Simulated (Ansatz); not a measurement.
Reaction (SMILES): P (PH3) → 3 H atom + P atom
B3LYP-D3(BJ)/def2-TZVP geometries, fixed; electronic energies without zero-point terms.

Basis-set convergence of the atomisation energy at B3LYP with Ansatz (an electronic-structure program). Cartesian d functions, on some or all atoms, in 6-31G*, 6-31+G*, 6-311G**; all else is spherical. The program fits the integrals of some runs and decomposes those of others, by size. Open shells are unrestricted. No added dispersion term, no relativity. Functions are those of the species that has most. Reference: the value in pcseg-4, 245.04 kcal/mol, itself unsure by roughly 0.04 kcal/mol (its mean distance from aug-pcseg-3, aug-cc-pV(Q+d)Z, cc-pV(5+d)Z). Deviations are taken from unrounded values.

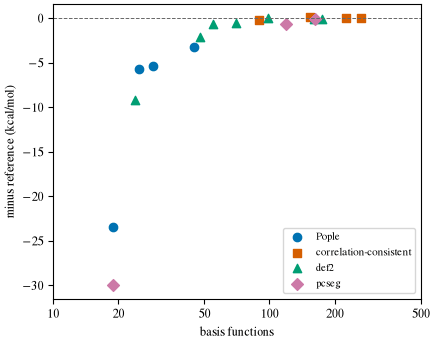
Figure. Deviation from the reference against the number of basis functions, by family of sets.

```tsv
basis	functions	atomisation energy (kcal/mol)	minus reference (kcal/mol)
3-21G	19	221.54	-23.51
pcseg-0	19	215.05	-30.00
def2-SV(P)	24	235.89	-9.16
6-31G*	25	239.29	-5.75
6-31+G*	29	239.64	-5.41
6-311G**	45	241.83	-3.22
def2-SVPD	48	242.91	-2.14
def2-TZVP	55	244.35	-0.69
def2-TZVPD	70	244.51	-0.54
jun-cc-pV(T+d)Z	90	244.80	-0.24
def2-TZVPPD	99	245.06	0.02
aug-pcseg-2	119	244.38	-0.66
cc-pV(Q+d)Z	154	245.11	0.06
def2-QZVPP	160	244.90	-0.14
pcseg-3	163	244.97	-0.08
def2-QZVPPD	175	244.93	-0.12
aug-cc-pV(Q+d)Z	227	245.09	0.05
cc-pV(5+d)Z	265	245.06	0.02
```
